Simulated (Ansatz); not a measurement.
**CH2BN: rigid scan of one bond length**

How does the energy of CH2BN change as one bond is stretched? A script is to give a rigid scan of one bond length; the system is CH2BN. SMILES: B1C=N1.

All numbers are computed with Ansatz 0.2.0 through its Python package. Level of theory: MP2/6-31G*.

## 1. The structure

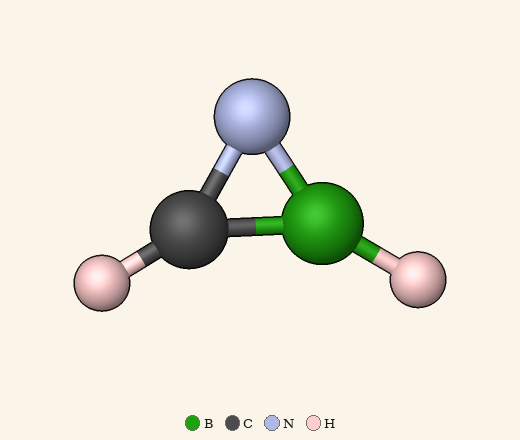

The structure that the script starts from, seen from a chosen angle (boron green, carbon dark grey, nitrogen light blue, hydrogen pink).

No structure file is read: the coordinates are typed or built in the script.

## 2. The code

Input file scan_ch2bn.py:

```python
# -*- coding: utf-8 -*-
from dataclasses import dataclass

import ansatz
import matplotlib.pyplot as plt
import numpy as np


@dataclass(frozen=True)
class RunConfig:
    basis_set: str = "6-31G*"
    level: str = "mp2"


settings = RunConfig()

GEOMETRY = """
B    -0.61110   -0.23040   -0.23670
C     0.64610    0.20840    0.23930
N     0.30110   -1.11040    0.22700
H    -1.65020    0.06440   -0.70370
H     1.36400    0.99430    0.43270
"""


def main():
    system = ansatz.Crystal.molecule()
    for line in GEOMETRY.strip().splitlines():
        symbol, *xyz = line.split()
        system = system.atom(symbol, [float(v) for v in xyz])

    symbols = [site.symbol for site in system.cartesian_sites]
    start = np.array([site.position_ang for site in system.cartesian_sites])
    axis = (start[3] - start[0]) / np.linalg.norm(start[3] - start[0])
    moving = [3]
    lengths, energies = [1.036, 1.083, 1.13, 1.177, 1.224, 1.271, 1.318, 1.389], []
    for length in lengths:
        xyz = start.copy()
        xyz[moving] += (length - np.linalg.norm(start[3] - start[0])) * axis
        point = ansatz.Crystal.molecule()
        for symbol, xyz in zip(symbols, xyz):
            point = point.atom(symbol, xyz.tolist())
        model = (
            point.calculation()
            .basis(gaussian=settings.basis_set)
            .correlation(settings.level)
        )
        report = model.run(threads=1, backend="cpu").report
        energies.append(report["free_energy_ev"])
        print(f"r = {length:6.3f} A  E = {energies[-1]:.5f} eV  <S^2> = {abs(report['mean_field']['state']['spin_squared']):.3f}")

    fit = np.polynomial.Polynomial.fit(lengths, np.array(energies) - min(energies), 4).convert()
    roots = [r.real for r in fit.deriv().roots() if abs(r.imag) < 1e-9 and fit.deriv(2)(r.real) > 0]
    r_e = min(roots, key=lambda r: abs(r - lengths[int(np.argmin(energies))]))
    print(f"minimum of the fit at {r_e:.4f} A, force constant {fit.deriv(2)(r_e):.2f} eV/A^2")
    plt.figure(figsize=(4.5, 3))
    plt.plot(lengths, np.array(energies) - min(energies), "o-")
    plt.xlabel("bond length (A)")
    plt.ylabel("E - E(min) (eV)")
    plt.tight_layout()
    plt.savefig("scan.png", dpi=100)


if __name__ == "__main__":
    main()
```

## 3. The calls as engine input

The engine receives this input (first run):

```yaml
crystal:
  periodic: [false, false, false]
  atoms:
    - { symbol: B, position_ang: [-0.6111, -0.2304, -0.2367] }
    - { symbol: C, position_ang: [0.6461, 0.2084, 0.2393] }
    - { symbol: "N", position_ang: [0.3011, -1.1104, 0.227] }
    - { symbol: H, position_ang: [-1.5259193818220416, 0.029140711924875266, -0.6478448862581979] }
    - { symbol: H, position_ang: [1.364, 0.9943, 0.4327] }
basis:
  gaussian:
    orbitals: "6-31G*"
correlation:
  method: mp2
```

## 4. Running it

Run with:

```sh
$ python scan_ch2bn.py
```

Standard output:

```text
r =  1.036 A  E = -3222.71254 eV  <S^2> = 0.000
r =  1.083 A  E = -3222.92508 eV  <S^2> = 0.000
r =  1.130 A  E = -3223.04117 eV  <S^2> = 0.000
r =  1.177 A  E = -3223.08028 eV  <S^2> = 0.000
r =  1.224 A  E = -3223.05821 eV  <S^2> = 0.000
r =  1.271 A  E = -3222.98777 eV  <S^2> = 0.000
r =  1.318 A  E = -3222.87939 eV  <S^2> = 0.000
r =  1.389 A  E = -3222.66217 eV  <S^2> = 0.000
minimum of the fit at 1.1816 A, force constant 27.07 eV/A^2
```

Run time: 1.5 s. Hardware: 1 thread of AMD EPYC 9B45 (Zen 5), shared host; peak memory 0.19 GiB.

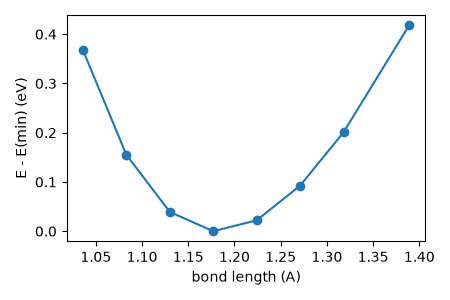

The script's own figure, scan.png.

## 5. What changed from run to run

The engine's inputs for some of the other runs:

Run 4, against run 1:

```diff
@@ -7 +7 @@
-    - { symbol: H, position_ang: [-1.5259193818220416, 0.029140711924875266, -0.6478448862581979] }
+    - { symbol: H, position_ang: [-1.6504266529001381, 0.06446430302661989, -0.703801864021138] }
```

Run 7, against run 1:

```diff
@@ -7 +7 @@
-    - { symbol: H, position_ang: [-1.5259193818220416, 0.029140711924875266, -0.6478448862581979] }
+    - { symbol: H, position_ang: [-1.7749339239782345, 0.0997878941283645, -0.759758841784078] }
```

Run 8, against run 1:

```diff
@@ -7 +7 @@
-    - { symbol: H, position_ang: [-1.5259193818220416, 0.029140711924875266, -0.6478448862581979] }
+    - { symbol: H, position_ang: [-1.8376290746629496, 0.1175749506405905, -0.7879357596647074] }
```

Lines on the test bed's own set-up are left out of the output.

A comment line of the script is reworded here; the code is as run.

## 6. Run by run

One row for each of the 8 runs:

| run | distance (Å) | energy from run 4 (eV) | iterations in all | CPU time (s) |
| --- | --- | --- | --- | --- |
| 1 | 1.04 | 0.3677 | 11 | 0.11 |
| 2 | 1.08 | 0.1552 | 11 | 0.11 |
| 3 | 1.13 | 0.0391 | 11 | 0.11 |
| 4 | 1.18 | 0.0000 | 11 | 0.11 |
| 5 | 1.22 | 0.0221 | 11 | 0.11 |
| 6 | 1.27 | 0.0925 | 11 | 0.11 |
| 7 | 1.32 | 0.2009 | 11 | 0.11 |
| 8 | 1.39 | 0.4181 | 11 | 0.11 |

## 7. Outcome

| quantity | value |
| --- | --- |
| bond length at the fit's minimum | 1.1816 Å |
| runs compared | 8 |
| range of energy | 0.418 eV |
| lowest point, distance (Å) | 1.18 |

**Reading.** The lowest point, at 1.18, lies inside the range. The ends stand 0.368 and 0.418 eV above it. The distance scanned is the script's pair 0, 3. Notes:
- The rest of the molecule is held rigid at a force-field or estimated start geometry, and the basis set is modest; single-reference methods fail as a bond breaks.
- The orbitals are restricted, so S² is zero by construction.
